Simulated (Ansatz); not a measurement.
# C9H5NO4Ru: one species, many methods

Aim: compute C9H5NO4Ru with functionals from several rungs and with coupled cluster. The comparison is of orbital energies and run times, and the correlation energy is taken apart.

Computed with Ansatz 0.2.0, Gaussian basis. Level: functionals in def2-TZVPP, the program's frozen cores in correlated methods.

Plan: LDA (SPW92), PBE-D4, revPBE-D4, BLYP-D4, r2SCAN-D4, B97M-V, PBE0-D4, B3LYP-D4, r2SCANh-D4, r2SCAN0-D4, HSE06-D4, BHLYP-D4, CAM-B3LYP-D4, LC-ωPBE, ωB97X-V, ωB97M-V, B2PLYP, PBE-QIDH; CCSD(T)/def2-SVP; CCSD(T)/def2-TZVPP; MP2/def2-QZVPP; extrapolation to the limit; RPA on PBE.

1 further run of the same task is left out (for a known fault of the program).

### 1 Structure used throughout

The geometry comes from an earlier relaxation with PBE0-D4 in a triple-zeta def2 set; it is a stationary point, not always the lowest conformer. Ru takes the def2 core potential; no spin-orbit term is included.

SMILES `[O+]#[C][Ru-5]([C]#[O+])([C]#[O+])([C]#[O+])[n+]1ccccc1`, 20 atoms, charge 0, spin multiplicity 1.

Atoms are counted from 1 here; the program's logs count them from 0.

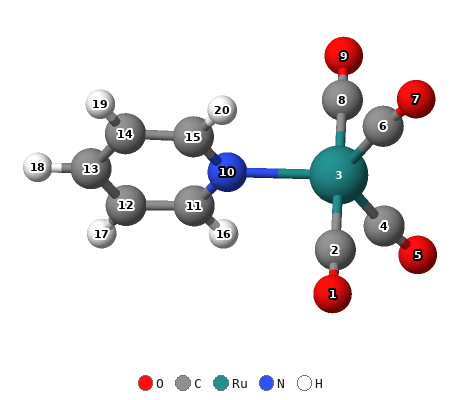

The structure; oxygen red, carbon grey, ruthenium teal, nitrogen blue, hydrogen white; atoms are numbered from 1 in the order of the file.

### 2 LDA

This LDA is Slater exchange with PW92 correlation.

Contents of in.yaml:

```yaml
crystal:
  periodic: [false, false, false]
  atoms:
    - {symbol: O, position_ang: [2.956384, 0.357212, -1.994125]}
    - {symbol: C, position_ang: [1.867387, 0.638912, -1.822989]}
    - {symbol: Ru, position_ang: [0.021778, 1.100456, -1.511012]}
    - {symbol: C, position_ang: [-0.444994, 0.362682, -3.185852]}
    - {symbol: O, position_ang: [-0.704907, 0.045482, -4.257437]}
    - {symbol: C, position_ang: [0.509725, 2.914484, -1.314310]}
    - {symbol: O, position_ang: [0.785172, 4.028071, -1.336352]}
    - {symbol: C, position_ang: [-1.823879, 1.564549, -1.202169]}
    - {symbol: O, position_ang: [-2.913206, 1.828899, -1.007063]}
    - {symbol: N, position_ang: [-0.004825, -0.232401, 0.319289]}
    - {symbol: C, position_ang: [-0.345629, -1.520009, 0.224439]}
    - {symbol: C, position_ang: [-0.374322, -2.367789, 1.316777]}
    - {symbol: C, position_ang: [-0.036732, -1.865975, 2.562070]}
    - {symbol: C, position_ang: [0.317176, -0.531561, 2.664186]}
    - {symbol: C, position_ang: [0.320214, 0.248284, 1.521934]}
    - {symbol: H, position_ang: [-0.601787, -1.870183, -0.767378]}
    - {symbol: H, position_ang: [-0.658372, -3.403679, 1.182176]}
    - {symbol: H, position_ang: [-0.049186, -2.503960, 3.437885]}
    - {symbol: H, position_ang: [0.589666, -0.089510, 3.614047]}
    - {symbol: H, position_ang: [0.590348, 1.296036, 1.555872]}
basis:
  gaussian: {orbitals: def2-TZVPP}
hamiltonian: {xc: lda}
output: {orbitals: {seedname: orbitals}}
```

Run with:

```console
ansatz run in.yaml --threads 11 --pin off --events-out ev --progress --plain --max-ram 110592MiB --backend cuda --devices 0, --max-vram 75GiB
```

The log of the run:

```text
Functional definition: SPW92
  name "SPW92"
  cite "Dirac, Proc. Camb. Phil. Soc. 26, 376 (1930) doi:10.1017/S0305004100016108"
  cite "Slater, Phys. Rev. 81, 385 (1951) doi:10.1103/PhysRev.81.385"
  cite "Perdew & Wang, Phys. Rev. B 45, 13244 (1992) doi:10.1103/PhysRevB.45.13244"
  exchange = slater_x
  correlation = pw_c
3003 factors; their error is unknown
mean field evaluation 1: about -21505.6870 eV, gradient 1.0e2 eV
mean field evaluation 2: about -21471.5130 eV, gradient 1.6e2 eV
mean field evaluation 4: about -21521.1466 eV, gradient 5.7e1 eV
mean field evaluation 8: about -21527.0168 eV, gradient 8.9e-1 eV
mean field evaluation 16: about -21526.9768 eV, gradient 2.7e-2 eV
mean field -21526.97675521 eV, -791.1018042449 hartree, gradient 1.4e-5 eV, S^2 0.000000; 0 other end points of the search recorded, 0 dependent functions left out
reference -21526.97681636 eV, -791.1018064922 hartree; 57, 57 occupied and 503, 503 virtual orbitals, 3003 factors
Total energy: -21526.97681636 eV, -791.1018064922 hartree
```

Wall time 2.3 s (1 × H100 with 11 threads of AMD EPYC 7R13, shared host).

HOMO -5.12 eV, LUMO -3.13 eV.

### 3 PBE-D4 (GGA)

Changes to in.yaml since step 2:

```diff
@@ -25,3 +25,3 @@
   gaussian: {orbitals: def2-TZVPP}
-hamiltonian: {xc: lda}
-output: {orbitals: {seedname: orbitals}}
+hamiltonian: {xc: pbe, dispersion: d4}
+output: {forces: true, orbitals: {seedname: orbitals}}
```

The command is unchanged.

The log of the run (excerpt; [...] marks lines left out):

```text
Functional definition: PBE
  name "PBE"
  cite "Perdew, Burke & Ernzerhof, Phys. Rev. Lett. 77, 3865 (1996) doi:10.1103/PhysRevLett.77.3865"
  parent pbe
[...]
3003 factors; their error is unknown
[...]
mean field -21665.27566509 eV, -796.1841954408 hartree, gradient 1.5e-5 eV, S^2 0.000000; 0 other end points of the search recorded, 0 dependent functions left out
[...]
reference -21665.27573290 eV, -796.1841979327 hartree; 57, 57 occupied and 503, 503 virtual orbitals, 3003 factors
Total energy: -21666.06731834 eV, -796.2132881611 hartree
Atom 0 at     2.956384     0.357212    -1.994125 Å, force     1.828693    -0.472624    -0.288161 eV/Å
Atom 1 at     1.867387     0.638912    -1.822989 Å, force    -1.682650     0.430678     0.270838 eV/Å
Atom 2 at     0.021778     1.100456    -1.511012 Å, force    -0.003171    -0.063691     0.090883 eV/Å
[...]
Atom 10 at    -0.345629    -1.520009     0.224439 Å, force    -0.120878    -0.307752    -0.258909 eV/Å
Atom 11 at    -0.374322    -2.367789     1.316777 Å, force    -0.053177    -0.201239    -0.011881 eV/Å
Atom 12 at    -0.036732    -1.865975     2.562070 Å, force    -0.003692    -0.167602     0.226430 eV/Å
Atom 13 at     0.317176    -0.531561     2.664186 Å, force     0.050372     0.075418     0.187620 eV/Å
Atom 14 at     0.320214     0.248284     1.521934 Å, force     0.122648     0.338112     0.216608 eV/Å
Atom 15 at    -0.601787    -1.870183    -0.767378 Å, force    -0.057714    -0.076462    -0.224509 eV/Å
Atom 16 at    -0.658372    -3.403679     1.182176 Å, force    -0.063171    -0.228904    -0.032310 eV/Å
Atom 17 at    -0.049186    -2.503960     3.437885 Å, force    -0.002741    -0.139199     0.191113 eV/Å
Atom 18 at     0.589666    -0.089510     3.614047 Å, force     0.060687     0.100166     0.208572 eV/Å
Atom 19 at     0.590348     1.296036     1.555872 Å, force     0.060188     0.237054     0.005063 eV/Å
Dipole moment:    -0.018408    -0.930836     1.278291 e Å
```

It took 2.8 s on 1 × H100 with 11 threads of AMD EPYC 7R13, shared host.

HOMO -4.84 eV, LUMO -2.87 eV.

### 4 revPBE-D4 (GGA)

Changes to in.yaml since step 3:

```diff
@@ -25,3 +25,3 @@
   gaussian: {orbitals: def2-TZVPP}
-hamiltonian: {xc: pbe, dispersion: d4}
-output: {forces: true, orbitals: {seedname: orbitals}}
+hamiltonian: {xc: {name: revPBE}, dispersion: d4}
+output: {orbitals: {seedname: orbitals}}
```

Launched as before.

The log of the run:

```text
Functional definition: revPBE
  name "revPBE"
  cite "Zhang & Yang, Phys. Rev. Lett. 80, 890 (1998) doi:10.1103/PhysRevLett.80.890"
  cite "Perdew, Burke & Ernzerhof, Phys. Rev. Lett. 77, 3865 (1996) doi:10.1103/PhysRevLett.77.3865"
  parameter kappa = 1.245
  parameter beta = 0.06672455060314922
  exchange = pbe_x(kappa = kappa, mu = beta*pi^2/3)
  correlation = pbe_c(beta = beta)
3003 factors; their error is unknown
mean field evaluation 1: about -21662.3297 eV, gradient 9.8e1 eV
mean field evaluation 2: about -21612.4968 eV, gradient 1.8e2 eV
mean field evaluation 4: about -21679.6726 eV, gradient 3.8e1 eV
mean field evaluation 8: about -21682.4878 eV, gradient 9.4e-1 eV
mean field evaluation 16: about -21682.4465 eV, gradient 3.2e-2 eV
mean field -21682.44645796 eV, -796.8152104399 hartree, gradient 6.7e-5 eV, S^2 0.000000; 0 other end points of the search recorded, 0 dependent functions left out
reference -21682.44654489 eV, -796.8152136345 hartree; 57, 57 occupied and 503, 503 virtual orbitals, 3003 factors
Total energy: -21684.62312597 eV, -796.8952015140 hartree
```

Run time: 2.5 s. Hardware: 1 × H100 with 11 threads of AMD EPYC 7R13, shared host.

HOMO -4.73 eV, LUMO -2.77 eV.

### 5 BLYP-D4 (GGA)

Changes to in.yaml since step 4:

```diff
@@ -25,3 +25,3 @@
   gaussian: {orbitals: def2-TZVPP}
-hamiltonian: {xc: {name: revPBE}, dispersion: d4}
+hamiltonian: {xc: {name: BLYP}, dispersion: d4}
 output: {orbitals: {seedname: orbitals}}
```

The command is unchanged.

The log of the run:

```text
Functional definition: BLYP
  name "BLYP"
  cite "Becke, Phys. Rev. A 38, 3098 (1988) doi:10.1103/PhysRevA.38.3098"
  cite "Lee, Yang & Parr, Phys. Rev. B 37, 785 (1988) doi:10.1103/PhysRevB.37.785"
  parameter beta = 0.0042
  parameter a = 0.04918
  parameter b = 0.132
  parameter c = 0.2533
  parameter d = 0.349
  exchange = b88_x(beta = beta)
  correlation = lyp_c(a = a, b = b, c = c, d = d)
3003 factors; their error is unknown
mean field evaluation 1: about -21657.4305 eV, gradient 1.1e2 eV
mean field evaluation 2: about -21607.2393 eV, gradient 1.9e2 eV
mean field evaluation 4: about -21675.5645 eV, gradient 5.5e1 eV
mean field evaluation 8: about -21681.0746 eV, gradient 1.2e0 eV
mean field evaluation 16: about -21681.0312 eV, gradient 3.0e-2 eV
mean field -21681.03119070 eV, -796.7632003274 hartree, gradient 1.6e-5 eV, S^2 0.000000; 0 other end points of the search recorded, 0 dependent functions left out
reference -21681.03174420 eV, -796.7632206681 hartree; 57, 57 occupied and 503, 503 virtual orbitals, 3003 factors
Total energy: -21682.70052930 eV, -796.8245473894 hartree
```

Run time: 2.3 s. Hardware: 1 × H100 with 11 threads of AMD EPYC 7R13, shared host.

HOMO -4.67 eV, LUMO -2.72 eV.

### 6 r2SCAN-D4 (meta-GGA)

Changes to in.yaml since step 5:

```diff
@@ -25,3 +25,3 @@
   gaussian: {orbitals: def2-TZVPP}
-hamiltonian: {xc: {name: BLYP}, dispersion: d4}
-output: {orbitals: {seedname: orbitals}}
+hamiltonian: {xc: r2scan, dispersion: d4}
+output: {forces: true, orbitals: {seedname: orbitals}}
```

Same command.

The log of the run (excerpt; [...] marks lines left out):

```text
Functional definition: r2SCAN
  name "r2SCAN"
  cite "Furness, Kaplan, Ning, Perdew & Sun, J. Phys. Chem. Lett. 11, 8208 (2020) doi:10.1021/acs.jpclett.0c02405"
  cite "Furness, Kaplan, Ning, Perdew & Sun, J. Phys. Chem. Lett. 11, 9248 (2020) doi:10.1021/acs.jpclett.0c03077"
  parent r2scan
[...]
3003 factors; their error is unknown
[...]
mean field -21677.17638190 eV, -796.6215387168 hartree, gradient 6.8e-5 eV, S^2 0.000000; 0 other end points of the search recorded, 0 dependent functions left out
[...]
reference -21677.17640102 eV, -796.6215394196 hartree; 57, 57 occupied and 503, 503 virtual orbitals, 3003 factors
Total energy: -21677.39993177 eV, -796.6297540230 hartree
Atom 0 at     2.956384     0.357212    -1.994125 Å, force     0.822931    -0.208542    -0.135436 eV/Å
Atom 1 at     1.867387     0.638912    -1.822989 Å, force    -0.803225     0.186801     0.155002 eV/Å
[...]
Atom 10 at    -0.345629    -1.520009     0.224439 Å, force    -0.094114    -0.250218    -0.187097 eV/Å
Atom 11 at    -0.374322    -2.367789     1.316777 Å, force    -0.041862    -0.152942    -0.017009 eV/Å
Atom 12 at    -0.036732    -1.865975     2.562070 Å, force    -0.002770    -0.121559     0.163234 eV/Å
Atom 13 at     0.317176    -0.531561     2.664186 Å, force     0.039742     0.065563     0.139871 eV/Å
Atom 14 at     0.320214     0.248284     1.521934 Å, force     0.095487     0.252486     0.183295 eV/Å
Atom 15 at    -0.601787    -1.870183    -0.767378 Å, force    -0.000584     0.004442    -0.007238 eV/Å
Atom 16 at    -0.658372    -3.403679     1.182176 Å, force     0.000846     0.004372    -0.001705 eV/Å
Atom 17 at    -0.049186    -2.503960     3.437885 Å, force     0.000023     0.002359    -0.003213 eV/Å
Atom 18 at     0.589666    -0.089510     3.614047 Å, force    -0.000727     0.000350    -0.005247 eV/Å
Atom 19 at     0.590348     1.296036     1.555872 Å, force     0.000013     0.006272    -0.006385 eV/Å
Dipole moment:    -0.018781    -0.949632     1.304102 e Å
```

It took 3 s on 1 × H100 with 11 threads of AMD EPYC 7R13, shared host.

HOMO -4.99 eV, LUMO -2.73 eV.

### 7 B97M-V (meta-GGA)

Changes to in.yaml since step 6:

```diff
@@ -25,3 +25,3 @@
   gaussian: {orbitals: def2-TZVPP}
-hamiltonian: {xc: r2scan, dispersion: d4}
-output: {forces: true, orbitals: {seedname: orbitals}}
+hamiltonian: {xc: {name: B97M-V}}
+output: {orbitals: {seedname: orbitals}}
```

The command is unchanged.

The log of the run (excerpt; [...] marks lines left out):

```text
Functional definition: B97M-V
  name "B97M-V"
  cite "Mardirossian & Head-Gordon, J. Chem. Phys. 142, 074111 (2015) doi:10.1063/1.4907719"
  cite "Becke, J. Chem. Phys. 107, 8554 (1997) doi:10.1063/1.475007"
  cite "Vydrov & Van Voorhis, J. Chem. Phys. 133, 244103 (2010) doi:10.1063/1.3521275"
  # Of w^i u^j: cxij and so on, Table III.
[...]
  gx(w, u) = cx00 + cx01*u + cx02*u^2 + (cx10 + cx11*u)*w
  gss(w, u) = css00 + css02*u^2 + css10*w + (css32*w^3 + css42*w^4)*u^2
  gos(w, u) = cos00 + cos01*u + cos03*u^3 + cos10*w + cos32*w^3*u^2
[...]
      + integral(e_c_pw_mod_opposite_spin*gos(b97_w_opposite, b97_u_opposite)) + vv10(b, c)
3003 factors; their error is unknown
[...]
mean field -21683.20900717 eV, -796.8432336067 hartree, gradient 2.4e-5 eV, S^2 0.000000; 0 other end points of the search recorded, 0 dependent functions left out
reference -21683.20910290 eV, -796.8432371245 hartree; 57, 57 occupied and 503, 503 virtual orbitals, 3003 factors
Total energy: -21683.20910290 eV, -796.8432371245 hartree
```

Run time: 3.3 s. Hardware: 1 × H100 with 11 threads of AMD EPYC 7R13, shared host.

HOMO -4.85 eV, LUMO -2.64 eV.

### 8 PBE0-D4 (hybrid)

Changes to in.yaml since step 7:

```diff
@@ -25,3 +25,3 @@
   gaussian: {orbitals: def2-TZVPP}
-hamiltonian: {xc: {name: B97M-V}}
+hamiltonian: {xc: pbe0, dispersion: d4}
 output: {orbitals: {seedname: orbitals}}
```

Its log isn't repeated here (it stands with the study of this molecule's fields); it ends on a total energy of -21664.034517 eV.

HOMO -5.82 eV, LUMO -1.93 eV.

### 9 B3LYP-D4 (hybrid)

B3LYP here takes the VWN-RPA correlation.

Changes to in.yaml since step 8:

```diff
@@ -25,3 +25,3 @@
   gaussian: {orbitals: def2-TZVPP}
-hamiltonian: {xc: pbe0, dispersion: d4}
-output: {orbitals: {seedname: orbitals}}
+hamiltonian: {xc: {name: B3LYP}, dispersion: d4}
+output: {forces: true, orbitals: {seedname: orbitals}}
```

Same command.

The log of the run (excerpt; [...] marks lines left out):

```text
Functional definition: B3LYP
  name "B3LYP"
  cite "Stephens, Devlin, Chabalowski & Frisch, J. Phys. Chem. 98, 11623 (1994) doi:10.1021/j100096a001"
  cite "Becke, Phys. Rev. A 38, 3098 (1988) doi:10.1103/PhysRevA.38.3098"
  cite "Lee, Yang & Parr, Phys. Rev. B 37, 785 (1988) doi:10.1103/PhysRevB.37.785"
  cite "Vosko, Wilk & Nusair, Can. J. Phys. 58, 1200 (1980) doi:10.1139/p80-159"
[...]
3040 factors; their error is unknown
[...]
mean field -21686.20268454 eV, -796.9532492206 hartree, gradient 1.2e-5 eV, S^2 0.000000; 0 other end points of the search recorded, 0 dependent functions left out
[...]
reference -21686.20309295 eV, -796.9532642294 hartree; 57, 57 occupied and 503, 503 virtual orbitals, 3040 factors
Total energy: -21687.46065895 eV, -796.9994789274 hartree
Atom 0 at     2.956384     0.357212    -1.994125 Å, force     0.324700    -0.087389    -0.046583 eV/Å
[...]
Atom 10 at    -0.345629    -1.520009     0.224439 Å, force    -0.085201    -0.186002    -0.230447 eV/Å
Atom 11 at    -0.374322    -2.367789     1.316777 Å, force    -0.054991    -0.194496    -0.032636 eV/Å
Atom 12 at    -0.036732    -1.865975     2.562070 Å, force    -0.003009    -0.135409     0.182326 eV/Å
Atom 13 at     0.317176    -0.531561     2.664186 Å, force     0.052550     0.092906     0.174914 eV/Å
Atom 14 at     0.320214     0.248284     1.521934 Å, force     0.088290     0.274162     0.108623 eV/Å
Atom 15 at    -0.601787    -1.870183    -0.767378 Å, force     0.018422     0.011952     0.093856 eV/Å
Atom 16 at    -0.658372    -3.403679     1.182176 Å, force     0.019852     0.070413     0.012156 eV/Å
Atom 17 at    -0.049186    -2.503960     3.437885 Å, force     0.000853     0.044967    -0.061695 eV/Å
Atom 18 at     0.589666    -0.089510     3.614047 Å, force    -0.019092    -0.032845    -0.064195 eV/Å
Atom 19 at     0.590348     1.296036     1.555872 Å, force    -0.020805    -0.091972     0.017102 eV/Å
Dipole moment:    -0.018713    -0.945968     1.299074 e Å
```

Run time: 3.3 s. Hardware: 1 × H100 with 11 threads of AMD EPYC 7R13, shared host.

HOMO -5.63 eV, LUMO -2.13 eV.

### 10 r2SCANh-D4 (hybrid)

Changes to in.yaml since step 9:

```diff
@@ -25,3 +25,3 @@
   gaussian: {orbitals: def2-TZVPP}
-hamiltonian: {xc: {name: B3LYP}, dispersion: d4}
-output: {forces: true, orbitals: {seedname: orbitals}}
+hamiltonian: {xc: {name: r2SCANh}, dispersion: d4}
+output: {orbitals: {seedname: orbitals}}
```

Same command.

The log of the run (excerpt; [...] marks lines left out):

```text
Functional definition: r2SCANh
  name "r2SCANh"
  cite "Bursch, Neugebauer, Ehlert & Grimme, J. Chem. Phys. 156, 134105 (2022) doi:10.1063/5.0086040"
  cite "Furness, Kaplan, Ning, Perdew & Sun, J. Phys. Chem. Lett. 11, 8208 (2020) doi:10.1021/acs.jpclett.0c02405"
  cite "Furness, Kaplan, Ning, Perdew & Sun, J. Phys. Chem. Lett. 11, 9248 (2020) doi:10.1021/acs.jpclett.0c03077"
  parent r2scan
[...]
3003 factors; their error is unknown
[...]
mean field -21675.03016314 eV, -796.5426666323 hartree, gradient 2.9e-5 eV, S^2 0.000000; 0 other end points of the search recorded, 0 dependent functions left out
reference -21675.03018054 eV, -796.5426672719 hartree; 57, 57 occupied and 503, 503 virtual orbitals, 3003 factors
Total energy: -21675.26893567 eV, -796.5514413608 hartree
```

Wall time 2.6 s (1 × H100 with 11 threads of AMD EPYC 7R13, shared host).

HOMO -5.37 eV, LUMO -2.38 eV.

### 11 r2SCAN0-D4 (hybrid)

Changes to in.yaml since step 10:

```diff
@@ -25,3 +25,3 @@
   gaussian: {orbitals: def2-TZVPP}
-hamiltonian: {xc: {name: r2SCANh}, dispersion: d4}
+hamiltonian: {xc: {name: r2SCAN0}, dispersion: d4}
 output: {orbitals: {seedname: orbitals}}
```

Same command.

The log of the run (excerpt; [...] marks lines left out):

```text
Functional definition: r2SCAN0
  name "r2SCAN0"
  cite "Bursch, Neugebauer, Ehlert & Grimme, J. Chem. Phys. 156, 134105 (2022) doi:10.1063/5.0086040"
  cite "Furness, Kaplan, Ning, Perdew & Sun, J. Phys. Chem. Lett. 11, 8208 (2020) doi:10.1021/acs.jpclett.0c02405"
  cite "Furness, Kaplan, Ning, Perdew & Sun, J. Phys. Chem. Lett. 11, 9248 (2020) doi:10.1021/acs.jpclett.0c03077"
  parent r2scan
[...]
3055 factors; their error is unknown
[...]
mean field -21671.94259038 eV, -796.4292004260 hartree, gradient 2.0e-5 eV, S^2 0.000000; 0 other end points of the search recorded, 0 dependent functions left out
reference -21671.94260527 eV, -796.4292009734 hartree; 57, 57 occupied and 503, 503 virtual orbitals, 3055 factors
Total energy: -21672.20449801 eV, -796.4388253540 hartree
```

Wall time 2.7 s (1 × H100 with 11 threads of AMD EPYC 7R13, shared host).

HOMO -5.96 eV, LUMO -1.86 eV.

### 12 HSE06-D4 (hybrid)

HSE06 is the plane-wave form, built on full-range PBE exchange.

Changes to in.yaml since step 11:

```diff
@@ -25,3 +25,3 @@
   gaussian: {orbitals: def2-TZVPP}
-hamiltonian: {xc: {name: r2SCAN0}, dispersion: d4}
+hamiltonian: {xc: hse06, dispersion: d4}
 output: {orbitals: {seedname: orbitals}}
```

Launched as before.

The log of the run (excerpt; [...] marks lines left out):

```text
Functional definition: HSE06
  name "HSE06"
  cite "Heyd, Scuseria & Ernzerhof, J. Chem. Phys. 118, 8207 (2003) doi:10.1063/1.1564060"
  cite "Krukau, Vydrov, Izmaylov & Scuseria, J. Chem. Phys. 125, 224106 (2006) doi:10.1063/1.2404663"
  cite "Heyd & Scuseria, J. Chem. Phys. 120, 7274 (2004) doi:10.1063/1.1668634"
  cite "Ernzerhof & Perdew, J. Chem. Phys. 109, 3313 (1998) doi:10.1063/1.476928"
  cite "Perdew, Burke & Ernzerhof, Phys. Rev. Lett. 77, 3865 (1996) doi:10.1103/PhysRevLett.77.3865"
  parent pbe
[...]
  # The whole range is PBE's own exchange, as in plane waves. The composition of these papers is wPBEh.
[...]
3055 factors; their error is unknown
181 factors; integrals over basis functions are off by at most 2.5e-7 eV
[...]
mean field -21662.43097697 eV, -796.0796550806 hartree, gradient 3.7e-5 eV, S^2 0.000000; 0 other end points of the search recorded, 0 dependent functions left out
reference -21662.43104211 eV, -796.0796574745 hartree; 57, 57 occupied and 503, 503 virtual orbitals, 3055 factors
Total energy: -21663.07817212 eV, -796.1034390638 hartree
```

Run time: 3 s. Hardware: 1 × H100 with 11 threads of AMD EPYC 7R13, shared host.

HOMO -5.44 eV, LUMO -2.31 eV.

### 13 BHLYP-D4 (hybrid)

Changes to in.yaml since step 12:

```diff
@@ -25,3 +25,3 @@
   gaussian: {orbitals: def2-TZVPP}
-hamiltonian: {xc: hse06, dispersion: d4}
+hamiltonian: {xc: {name: BHLYP}, dispersion: d4}
 output: {orbitals: {seedname: orbitals}}
```

The command is unchanged.

The log of the run:

```text
Functional definition: BHLYP
  name "BHLYP"
  cite "Becke, J. Chem. Phys. 98, 1372 (1993) doi:10.1063/1.464304"
  cite "Becke, Phys. Rev. A 38, 3098 (1988) doi:10.1103/PhysRevA.38.3098"
  cite "Lee, Yang & Parr, Phys. Rev. B 37, 785 (1988) doi:10.1103/PhysRevB.37.785"
  parameter a = 0.5
  exchange = (1 - a)*b88_x + a*exact_x
  correlation = lyp_c
3594 factors; their error is unknown
mean field evaluation 1: about -21658.1659 eV, gradient 7.9e1 eV
mean field evaluation 2: about -21648.8094 eV, gradient 1.1e2 eV
mean field evaluation 4: about -21669.7210 eV, gradient 1.5e1 eV
mean field evaluation 8: about -21670.1002 eV, gradient 2.2e-1 eV
mean field evaluation 16: about -21670.2606 eV, gradient 3.1e-3 eV
mean field -21670.26059050 eV, -796.3673880708 hartree, gradient 4.2e-5 eV, S^2 0.000000; 0 other end points of the search recorded, 0 dependent functions left out
reference -21670.26086378 eV, -796.3673981134 hartree; 57, 57 occupied and 503, 503 virtual orbitals, 3594 factors
Total energy: -21671.25232468 eV, -796.4038336294 hartree
```

It took 2.5 s on 1 × H100 with 11 threads of AMD EPYC 7R13, shared host.

HOMO -6.70 eV, LUMO -0.86 eV.

(Part 1 of 2 ends here.)
